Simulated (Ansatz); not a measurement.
# BH3O2: vertical and adiabatic energies of changing the electron count in Python

All numbers are computed with the Python package of Ansatz 0.2.0. Level of theory: PBE/6-31G*.

## 1. Starting point

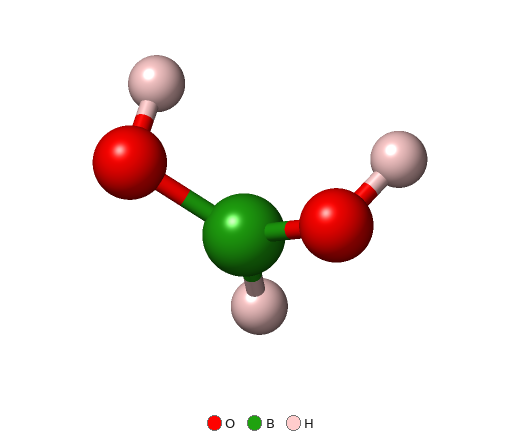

The starting structure, viewed from a chosen angle; oxygen red, boron green, hydrogen pink.

The script holds or builds the structure itself.

## 2. The script

adiabatic_bh3o2.py

```python
'''Vertical and adiabatic ionisation of BH3O2.'''

import itertools

import ansatz
from ase.data import atomic_numbers, covalent_radii
import numpy as np

BASIS = '6-31G*'
XC = 'pbe'
NET_CHARGE = 1

GEOMETRY = '''
O    -1.00250   -0.74050   -0.53670
B     0.28350   -0.16210   -0.31770
O     0.83880   -0.20340    1.00660
H    -1.58330    0.08430   -0.40540
H     0.90520    0.29190   -1.23260
H     0.60040    0.66570    1.43960
'''


def main() -> None:
    mol = ansatz.Crystal.molecule()
    for line in GEOMETRY.strip().splitlines():
        symbol, *xyz = line.split()
        mol = mol.atom(symbol, [float(v) for v in xyz])

    job = mol.calculation().basis(gaussian=BASIS).functional(XC)
    symbols = [site.symbol for site in mol.cartesian_sites]
    start = np.array([site.position_ang for site in mol.cartesian_sites], dtype=float)
    data = job.relax(force_tolerance=0.01).run(threads=1, pin='off').report
    end = np.array(data['positions_ang'])

    minimum = ansatz.Crystal.molecule()
    for symbol, place in zip(symbols, end):
        minimum = minimum.atom(symbol, place.tolist())
    ion = minimum.calculation().basis(gaussian=BASIS).functional(XC).charge(NET_CHARGE).spin('collinear', total=1)
    vertical = ion.run(threads=1, pin='off').report
    settled = ion.relax(force_tolerance=0.01, max_steps=80).run(threads=1, pin='off').report
    print(f'vertical ionisation energy   {vertical["free_energy_ev"] - data["free_energy_ev"]:.3f} eV')
    print(f'adiabatic, no zero point     {settled["free_energy_ev"] - data["free_energy_ev"]:.3f} eV')
    print(f'relaxation energy of the ion {vertical["free_energy_ev"] - settled["free_energy_ev"]:.3f} eV')
    ionised = np.array(settled['positions_ang'])
    # pairs closer than 1.2 times the sum of covalent radii, before or after
    radius = [covalent_radii[atomic_numbers[s]] for s in symbols]
    span = lambda where, i, j: np.linalg.norm(where[i] - where[j])
    bonded = [(i, j) for i, j in itertools.combinations(range(len(symbols)), 2) if min(span(end, i, j), span(ionised, i, j)) < 1.2 * (radius[i] + radius[j])]
    print('pair        before    after (A)')
    for i, j in bonded:
        print(f'{symbols[i]}{i}-{symbols[j]}{j}'.ljust(10), f'{span(end, i, j):8.4f} {span(ionised, i, j):8.4f}')


if __name__ == '__main__':
    main()
```

## 3. What the engine is handed

The package turns the script's settings into the engine's input (first run):

```yaml
crystal:
  periodic: [false, false, false]
  atoms:
    - { symbol: O, position_ang: [-1.0025, -0.7405, -0.5367] }
    - { symbol: B, position_ang: [0.2835, -0.1621, -0.3177] }
    - { symbol: O, position_ang: [0.8388, -0.2034, 1.0066] }
    - { symbol: H, position_ang: [-1.5833, 0.0843, -0.4054] }
    - { symbol: H, position_ang: [0.9052, 0.2919, -1.2326] }
    - { symbol: H, position_ang: [0.6004, 0.6657, 1.4396] }
basis:
  gaussian:
    orbitals: "6-31G*"
hamiltonian:
  xc: pbe
relax:
  f_tol: 0.01
```

## 4. Launch

Started as:

```console
$ python adiabatic_bh3o2.py
```

What time and memory should one allow on 1 thread of Arm Neoverse V1, shared host?

About 42 s, with a peak of 0.2 GiB.
